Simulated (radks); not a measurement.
**Nuclear size and the levels of Ta²⁺**

Aim: how the total energy, the levels and the density at the nucleus of Ta²⁺ respond when the nuclear radius is scaled.

Program: radks (a radial shooting solver on a logarithmic mesh, Libxc functionals) version 1. Level of theory: Dirac Kohn-Sham, BLYP, spin-unpolarised, spherical densities, finite nucleus; open shells are shared between the two j in proportion to 2j + 1. These are calculated values, not measurements, unless marked.

## (1) What is computed

| Item | Value |
| --- | --- |
| element | tantalum (Z = 73) |
| charge | +2 |
| electrons | 71 |
| configuration | [Xe] 4f14 5d3 |
| nuclear rms radius | 5.3507 fm |

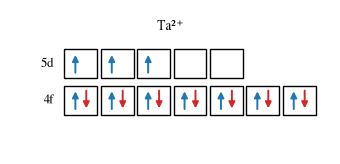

Occupation of the outer shells (arrows by Hund's rule).

In the logs a row gives level, spin channel, occupation and eigenvalue; Etot, Ekin, Encl (electron-nucleus), Eh (Hartree) and Exc are energies, all in hartree; err is the last residual, it the number of iterations.

## (2) rms radius 5.3507 fm

The run's settings:

```text
Z 73
configuration [Xe] 4f14 5d3 6s0 6p0
relativity Dirac
functional b88,lyp
spin unpolarised
j_filling average
nucleus finite rms 5.3507 fm
c 137.035999084
```

Standard output:

```text
1s1/2   1   2.0000       -2472.37511929
2s1/2   1   2.0000        -424.99638098
2p1/2   1   2.0000        -406.29345896
2p3/2   1   4.0000        -359.60168725
3s1/2   1   2.0000         -97.78432801
3p1/2   1   2.0000         -89.45073730
3p3/2   1   4.0000         -79.39976915
3d3/2   1   4.0000         -65.29149738
3d5/2   1   6.0000         -63.10192941
4s1/2   1   2.0000         -20.37919447
4p1/2   1   2.0000         -16.94082108
4p3/2   1   4.0000         -14.62490361
4d3/2   1   4.0000          -8.96712572
4d5/2   1   6.0000          -8.54169730
4f5/2   1   6.0000          -1.51257566
4f7/2   1   8.0000          -1.43969458
5s1/2   1   2.0000          -3.24345055
5p1/2   1   2.0000          -2.24686651
5p3/2   1   4.0000          -1.92412007
5d3/2   1   1.2000          -0.68758849
5d5/2   1   1.8000          -0.66217198
6s1/2   1   0.0000          -0.68302704
6p1/2   1   0.0000          -0.49271078
6p3/2   1   0.0000          -0.45659980
Etot -15623.682776935499
Ekin 17531.74499711168
Encl -38919.08681183933
Eh 6081.530518814085
Exc -317.8714810219378
err 7.784150244029445e-09
it 17
```

5d5/2 is the highest filled level (-18.019 eV).

Sizes of the orbitals, from the radial functions (bohr):

| level | occupation | energy (eV) | <r> | outermost maximum (interpolated) | 90 % within | nodes |
| --- | --- | --- | --- | --- | --- | --- |
| 5p3/2 | 4 | -52.358 | 1.325 | 1.15 | 1.94 | 3 |
| 4f5/2 | 6 | -41.159 | 0.6338 | 0.438 | 1.06 | 0 |
| 4f7/2 | 8 | -39.176 | 0.6447 | 0.444 | 1.08 | 0 |
| 5d3/2 | 1.2 | -18.710 | 1.966 | 1.53 | 3.06 | 2 |
| 6s1/2 | 0 | -18.586 | 2.897 | 2.58 | 4.17 | 5 |
| 5d5/2 | 1.8 | -18.019 | 2.027 | 1.58 | 3.16 | 2 |
| 6p1/2 | 0 | -13.407 | 3.456 | 3.06 | 4.99 | 4 |
| 6p3/2 | 0 | -12.425 | 3.687 | 3.30 | 5.31 | 4 |

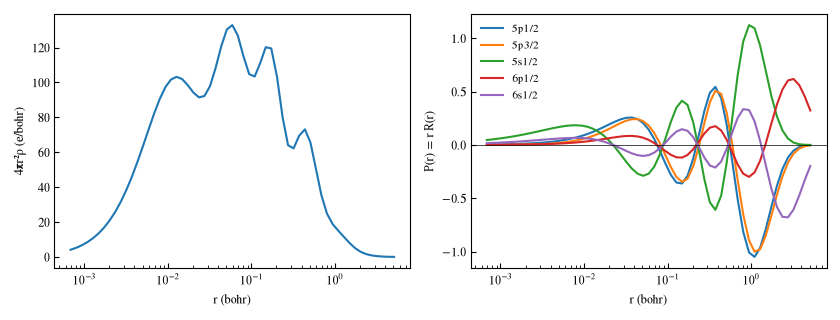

Left: shells in the radial density. Right: radial functions of the outer levels.

## (3) rms radius 4.7621 fm

Changes since step 2:

```diff
@@ -6,3 +6,3 @@
 j_filling average
-nucleus finite rms 5.3507 fm
+nucleus finite rms 4.7621 fm
 c 137.035999084
```

Standard output:

```text
1s1/2   1   2.0000       -2472.54106581
2s1/2   1   2.0000        -425.01956398
2p1/2   1   2.0000        -406.29369071
2p3/2   1   4.0000        -359.60071122
3s1/2   1   2.0000         -97.78946950
3p1/2   1   2.0000         -89.45078731
3p3/2   1   4.0000         -79.39951256
3d3/2   1   4.0000         -65.29126481
3d5/2   1   6.0000         -63.10170890
4s1/2   1   2.0000         -20.38045641
4p1/2   1   2.0000         -16.94083151
4p3/2   1   4.0000         -14.62484081
4d3/2   1   4.0000          -8.96707653
4d5/2   1   6.0000          -8.54165080
4f5/2   1   6.0000          -1.51255082
4f7/2   1   8.0000          -1.43967049
5s1/2   1   2.0000          -3.24366456
5p1/2   1   2.0000          -2.24686568
5p3/2   1   4.0000          -1.92410987
5d3/2   1   1.2000          -0.68758566
5d5/2   1   1.8000          -0.66216953
6s1/2   1   0.0000          -0.68305549
6p1/2   1   0.0000          -0.49271158
6p3/2   1   0.0000          -0.45659936
Etot -15624.09153795604
Ekin 17534.159907367324
Encl -38921.93034598742
Eh 6081.55686354804
Exc -317.87796288398465
err 2.015616744413232e-09
it 17
```

E − E(step 2, rms radius 5.3507 fm) = -11.123 eV. 5d5/2 is the highest filled level (-18.019 eV).

## (4) rms radius 4.8156 fm

Changes since step 3:

```diff
@@ -6,3 +6,3 @@
 j_filling average
-nucleus finite rms 4.7621 fm
+nucleus finite rms 4.8156 fm
 c 137.035999084
```

Standard output:

```text
1s1/2   1   2.0000       -2472.52651877
2s1/2   1   2.0000        -425.01753153
2p1/2   1   2.0000        -406.29367051
2p3/2   1   4.0000        -359.60079678
3s1/2   1   2.0000         -97.78901874
3p1/2   1   2.0000         -89.45078296
3p3/2   1   4.0000         -79.39953506
3d3/2   1   4.0000         -65.29128520
3d5/2   1   6.0000         -63.10172823
4s1/2   1   2.0000         -20.38034577
4p1/2   1   2.0000         -16.94083061
4p3/2   1   4.0000         -14.62484631
4d3/2   1   4.0000          -8.96708085
4d5/2   1   6.0000          -8.54165488
4f5/2   1   6.0000          -1.51255300
4f7/2   1   8.0000          -1.43967260
5s1/2   1   2.0000          -3.24364580
5p1/2   1   2.0000          -2.24686576
5p3/2   1   4.0000          -1.92411077
5d3/2   1   1.2000          -0.68758591
5d5/2   1   1.8000          -0.66216974
6s1/2   1   0.0000          -0.68305299
6p1/2   1   0.0000          -0.49271151
6p3/2   1   0.0000          -0.45659940
Etot -15624.055705252424
Ekin 17533.946816698226
Encl -38921.679682598275
Eh 6081.5545539068935
Exc -317.8773932592693
err 1.831189335987927e-09
it 17
```

Energy against step 2 (rms radius 5.3507 fm): -10.148 eV. The top filled level is 5d5/2, -18.019 eV.

## (5) rms radius 5.8644 fm

Changes since step 4:

```diff
@@ -6,3 +6,3 @@
 j_filling average
-nucleus finite rms 4.8156 fm
+nucleus finite rms 5.8644 fm
 c 137.035999084
```

Standard output:

```text
1s1/2   1   2.0000       -2472.21993423
2s1/2   1   2.0000        -424.97470579
2p1/2   1   2.0000        -406.29323988
2p3/2   1   4.0000        -359.60259992
3s1/2   1   2.0000         -97.77952103
3p1/2   1   2.0000         -89.45068994
3p3/2   1   4.0000         -79.40000909
3d3/2   1   4.0000         -65.29171485
3d5/2   1   6.0000         -63.10213561
4s1/2   1   2.0000         -20.37801465
4p1/2   1   2.0000         -16.94081119
4p3/2   1   4.0000         -14.62496233
4d3/2   1   4.0000          -8.96717172
4d5/2   1   6.0000          -8.54174077
4f5/2   1   6.0000          -1.51259888
4f7/2   1   8.0000          -1.43971710
5s1/2   1   2.0000          -3.24325046
5p1/2   1   2.0000          -2.24686726
5p3/2   1   4.0000          -1.92412960
5d3/2   1   1.2000          -0.68759114
5d5/2   1   1.8000          -0.66217427
6s1/2   1   0.0000          -0.68300044
6p1/2   1   0.0000          -0.49271004
6p3/2   1   0.0000          -0.45660022
Etot -15623.300530498387
Ekin 17529.515016884685
Encl -38916.45598573609
Eh 6081.505887075309
Exc -317.8654487222947
err 1.1323038421571526e-08
it 16
```

E − E(step 2, rms radius 5.3507 fm) = +10.401 eV. 5d5/2 is the highest filled level (-18.019 eV).

## (6) rms radius 6.56 fm

Changes since step 5:

```diff
@@ -6,3 +6,3 @@
 j_filling average
-nucleus finite rms 5.8644 fm
+nucleus finite rms 6.56 fm
 c 137.035999084
```

Standard output:

```text
1s1/2   1   2.0000       -2471.99500847
2s1/2   1   2.0000        -424.94329673
2p1/2   1   2.0000        -406.29291860
2p3/2   1   4.0000        -359.60392266
3s1/2   1   2.0000         -97.77255554
3p1/2   1   2.0000         -89.45062039
3p3/2   1   4.0000         -79.40035682
3d3/2   1   4.0000         -65.29203003
3d5/2   1   6.0000         -63.10243445
4s1/2   1   2.0000         -20.37630507
4p1/2   1   2.0000         -16.94079663
4p3/2   1   4.0000         -14.62504744
4d3/2   1   4.0000          -8.96723839
4d5/2   1   6.0000          -8.54180378
4f5/2   1   6.0000          -1.51263254
4f7/2   1   8.0000          -1.43974974
5s1/2   1   2.0000          -3.24296054
5p1/2   1   2.0000          -2.24686832
5p3/2   1   4.0000          -1.92414341
5d3/2   1   1.2000          -0.68759498
5d5/2   1   1.8000          -0.66217759
6s1/2   1   0.0000          -0.68296190
6p1/2   1   0.0000          -0.49270896
6p3/2   1   0.0000          -0.45660082
Etot -15622.746512538328
Ekin 17526.3237709485
Encl -38912.68372774572
Eh 6081.470193035926
Exc -317.85674877703144
err 5.036866336858951e-09
it 16
```

Energy against step 2 (rms radius 5.3507 fm): +25.477 eV. The top filled level is 5d5/2, -18.019 eV.

## (7) Results

```csv
rms radius (fm),total energy shift (eV),density at nucleus (e/bohr³),1s1/2 shift (meV),2s1/2 shift (meV),4p1/2 shift (meV),5s1/2 shift (meV),6s1/2 shift (meV)
4.7621,-11.1,1.366e+06,-4516,-631,-0.284,-5.82,-0.774
4.8156,-10.1,1.361e+06,-4120,-576,-0.259,-5.31,-0.706
5.3507,0,1.313e+06,0,0,0,0,0
5.8644,10.4,1.273e+06,4223,590,0.269,5.44,0.724
6.56,25.5,1.226e+06,10343,1444,0.666,13.3,1.77
```

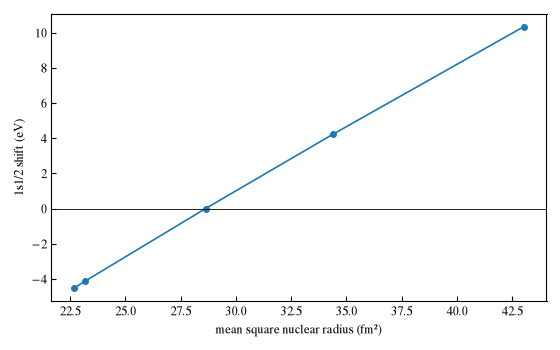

Shift of the 1s1/2 level against the mean square radius.

In words: Shifts are against the first run. Over the range the 1s1/2 level moves by 14.9 eV and the 6s1/2 level by 2.55 meV. A larger nucleus binds the 1s electrons less and lowers the density at its centre. These are shifts of eigenvalues, not the field shifts of spectral lines.
